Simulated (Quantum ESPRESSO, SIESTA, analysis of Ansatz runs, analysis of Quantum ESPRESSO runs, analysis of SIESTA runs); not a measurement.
# Levels of V_Si in SiC (F-43m), rung by rung (SIESTA and Quantum ESPRESSO), part 2 of 2

We place the charge-transition levels of V_Si in SiC (F-43m) with atom-centred orbitals, then repeat the energies at other levels of method to see what holds. Model: a cell of 54 host atoms with 1 Si taken out and 1 V put in.

SIESTA and Quantum ESPRESSO ; SIESTA numerical-orbital DFT, PBEsol, DZP basis, PseudoDojo 0.4.1 potentials converted to PSML; charged supercells in a uniform background, point-charge correction with alignment at far sites.

So far. Step 2 (Band edges): The gap at this level is 1.23 eV. Step 3 (Relaxing each charge state): Against the host's sites the lattice moves most at charge 0 (0.06 Å); the smallest move among the states is 0.03 Å.

**4. Corrections and levels (continued)**

Limit set by the element alone; other compounds of these elements are not counted. Chemical potentials from the elements' reference states: C 0.00 eV, Si -0.50 eV, V 0.00 eV. Formation energies (C-rich), with the Fermi level at the valence top and at the conduction bottom (gap 1.23 eV):

```tsv
charge	at valence top (eV)	at conduction bottom (eV)	correction included (eV)
+1	0.96	2.20	0.16
0	1.98	1.98	0.00
```

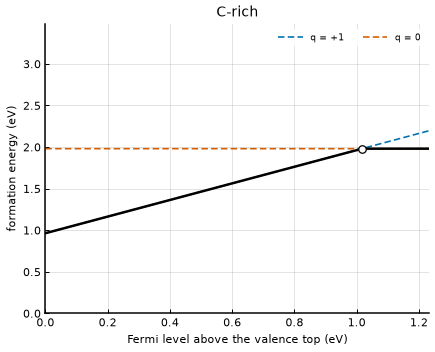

Formation energy against Fermi level; the thick line follows the lowest charge state and circles mark the transition levels.

Limit set by the element alone; other compounds of these elements are not counted. Chemical potentials from the elements' reference states: Si 0.00 eV, C -0.50 eV, V 0.00 eV. Formation energy by charge state (Si-rich; gap 1.23 eV):

```tsv
charge	at valence top (eV)	at conduction bottom (eV)	correction included (eV)
+1	1.46	2.70	0.16
0	2.48	2.48	0.00
```

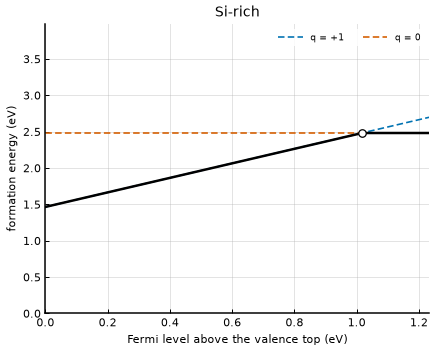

Formation energy against Fermi level; the thick line follows the lowest charge state and circles mark the transition levels.

So at this level: (+1/0) at 1.02 eV (1.18 without the correction), in a gap of 1.23 eV. Before or after the correction (+1/0) lies near a band edge or past it: the carrier may then sit in a band, where the correction doesn't apply, so this need not be the level of a bound state.

**5. Quantum ESPRESSO, plane waves, PBEsol, 2×2×2**

The same functional and the same PseudoDojo potentials in plane waves, on the same structures: what changes is the basis alone.

pw.in

```
&CONTROL
  calculation = 'scf'
  prefix = 'pwscf'
  outdir = './tmp'
  pseudo_dir = './pseudo'
  tprnfor = .true.
  disk_io = 'low'
/
&SYSTEM
  ibrav = 0
  nat = 54
  ntyp = 3
  ecutwfc = 84
  nbnd = 116
  occupations = 'smearing'
  smearing = 'fd'
  degauss = 0.00073499
  tot_charge = 1
  nosym = .true.
/
&ELECTRONS
  conv_thr = 5d-08
  electron_maxstep = 100
  mixing_beta = 0.5
/
ATOMIC_SPECIES
Si    28.0850 Si.upf
C     12.0110 C.upf
V     50.9415 V.upf
CELL_PARAMETERS angstrom
   0.0000030000    6.5644080000    6.5644080000
   6.5644080000    0.0000030000    6.5644080000
   6.5644080000    6.5644080000    0.0000030000
ATOMIC_POSITIONS crystal
Si    -0.0002545548    0.0009854662   -0.0000735788
C      0.0834202985    0.0839339779    0.0829826351
[... 15 atom lines left out ...]
C      0.0800720136    0.7514953947    0.7507376718
[... 11 atom lines left out ...]
C      0.4171944183    0.4142654400    0.7514740674
[... 3 atom lines left out ...]
C      0.4168569165    0.7514561681    0.4136369750
V      0.3329503588    0.6671797368    0.6665681048
C      0.4173524670    0.7512165415    0.7507421649
[... 10 atom lines left out ...]
Si     0.6695160485    0.3338278940    0.6655781440
[... 6 atom lines left out ...]
C      0.7496760368    0.7505917329    0.7500963339
K_POINTS automatic
2 2 2 1 1 1
```

pp_potential.in

```
&INPUTPP
  prefix = 'pwscf'
  outdir = './tmp'
  filplot = 'potential.dat'
  plot_num = 11
/
&PLOT
  nfile = 1
  filepp(1) = 'potential.dat'
  iflag = 3
  output_format = 6
  fileout = 'potential.cube'
/
```

Launch:

```sh
$ OMP_NUM_THREADS=1 pw.x -in pw.in > pw.out
$ OMP_NUM_THREADS=1 pp.x -in pp_potential.in > pp_potential.out
```

The job ended after 28 min (1 MPI rank of Arm Neoverse V2, shared host; peak memory 1.7 GiB).

On the kept structures the largest force at this level is 0.19 eV/Å, so they are not at rest here, and a relaxation would lower the states by unlike amounts.

At charge 0 filled and empty levels, counted over both spins and all k-points, touch or overlap: the last carrier shares a level or a band, or the held moment keeps an electron of one spin above an empty level of the other.

By state, in eV; the first energy still holds the atoms taken out or put in:

```tsv
charge	moment (μB)	energy over the host, electrons at the valence top	point-charge term	potential shift at far sites	its spread	correction
0	1	-1888.60	0.000	-	-	0.000
+1	0	-1889.96	0.241	0.103	0.019	0.344
```

Against the first level the gap goes from 1.23 to 1.25 eV, and the level that moves most, (+1/0), from 1.02 to 1.01 eV.

**6. Side by side**

Gap and levels in eV, each above its own valence top, and the processor time of the defect runs (shared machines):

```tsv
level of method	gap	(+1/0)	runs	core time
SIESTA, PBEsol, DZP, 2×2×2	1.23	1.02	relaxations	64 min
Quantum ESPRESSO, plane waves, PBEsol, 2×2×2	1.25	1.01	single points	88 min
```

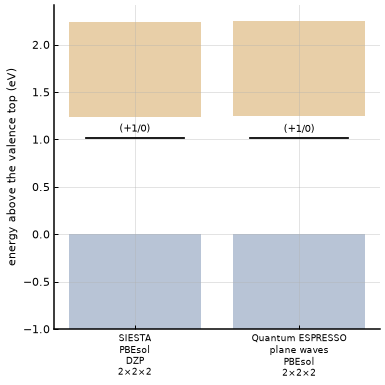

Transition levels between the valence band (below) and the conduction band (above), by level of method.

**7. Results**

```yaml
gap_of_the_host_siesta_pbesol: 1.23 eV
largest_difference_in_a_level_orbitals_against_plane_waves: 0.00 eV
difference_in_the_gap_orbitals_less_plane_waves: -0.02 eV
level_plus_1_over_0_siesta_pbesol_dzp_2x2x2: 1.02 eV above the valence top, near a band edge before or after the correction
```

At the level trusted most (SIESTA, PBEsol, DZP, 2×2×2) the charge changes at 1.02 eV (+1/0) above the valence top, in a gap of 1.23 eV. Without the point-charge correction (+1/0) would lie near a band edge or past it, so the depth rests on a correction that holds for a bound carrier alone. At charge 0, 97 % of the majority spin on the atoms lies within 4 Å of the centre, against 54 % for an even spread over the atoms of the kind that holds most of it, so that carrier is bound. Orbitals and plane waves agree on the levels within 0.00 eV ((+1/0) differs most) and on the gap within 0.02 eV, so the orbital basis serves for these levels. Of the charges placed (0 and +1), the lowest changes at 1.02 eV (+1/0) above the valence top, in a gap of 1.23 eV. Only the charges 0 and +1 were placed; others may be stable too. Compounds of V with the host's elements are not counted; they lower the chemical potential of the dopant and raise these formation energies. Limits: PBEsol makes the gap too small and tends to spread out bound carriers.

Computed beside measured:

| quantity | measured | PBEsol PseudoDojo, SIESTA | PBEsol PseudoDojo, Quantum ESPRESSO |
| --- | --- | --- | --- |
| band gap (gap on the k-mesh) (eV) | 2.4 | 1.23 (-1.17 eV) | 1.25 (-1.15 eV) |

Measured values from pmc:7200658 (2020).

**Verdict.** For the band gap, of the levels listed nearest comes PBEsol PseudoDojo, Quantum ESPRESSO (-1.15 eV) and farthest PBEsol PseudoDojo, SIESTA (-1.17 eV). Local and semilocal functionals usually give gaps below the measured ones. The computed gap is read on a k-mesh, which can miss the band edges. Zero-point and thermal motion shift the measured gap.

[Logs are printed without paths, hosts, clocks, repeated set-up lines and the standing remarks that a program may print on its own settings, such as how far it seeks lower states.]

[Hosts, paths, dates, database ids (printed as entryN), source tags and the programs' standing remarks are cut or masked in the printed files.]

[For some hosts the program warned that the k-mesh of the response run may be too coarse for force constants and the static dielectric constant; such warnings are not shown here.]

[Charge tables in the logs are Mulliken or Hirshfeld populations, whose sizes and signs can differ; where basis functions stand at a vacancy, SIESTA counts their charge against the missing atom's valence.]

[In relaxation paths of CP2K, step 0 can be the structure after the first move, since the trajectory file begins there, and the last row can be the final structure solved once more.]
